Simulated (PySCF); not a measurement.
Ge(OMe)3(SiH3), SMILES C[O][Ge]([SiH3])([O]C)[O]C (C₃H₁₂GeO₃Si) at its GFN2-xTB optimised geometry (Å):

```
20

C      2.1507     1.9761     2.0253
O      0.8819     1.8096     1.4418
Ge     0.5399     0.7580     0.0000
Si     1.3321    -1.4695     0.0000
O     -1.1819     1.1098    -0.2688
C     -2.1467     1.4153     0.7173
O      1.3934     1.4133    -1.4201
C      1.2216     2.6867    -2.0048
H      2.9208     2.1814     1.2771
H      2.4445     1.0899     2.5957
H      2.0822     2.8280     2.7052
H      0.8753    -2.1547     1.2146
H      0.8288    -2.1814    -1.1714
H      2.7957    -1.4695     0.0000
H     -2.9208     2.0162     0.2364
H     -1.7113     1.9806     1.5410
H     -2.5964     0.4987     1.1080
H      1.5812     3.4775    -1.3413
H      1.8048     2.6979    -2.9281
H      0.1721     2.8747    -2.2375
```

Calculation: PBE0/def2-SVP (PySCF). Cells within 0.4 Å of a nucleus heavier than hydrogen are left out (blank, or x).

Map of the electrostatic potential (hartree/e), clipped to [-0.08, 0.12] on the plane z = 0.0 Å:

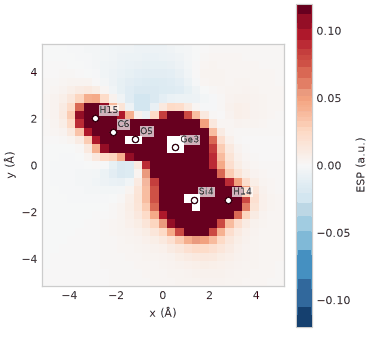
Figure: Electrostatic potential (hartree/e), clipped to [-0.08, 0.12] on the plane z = 0.0 Å.
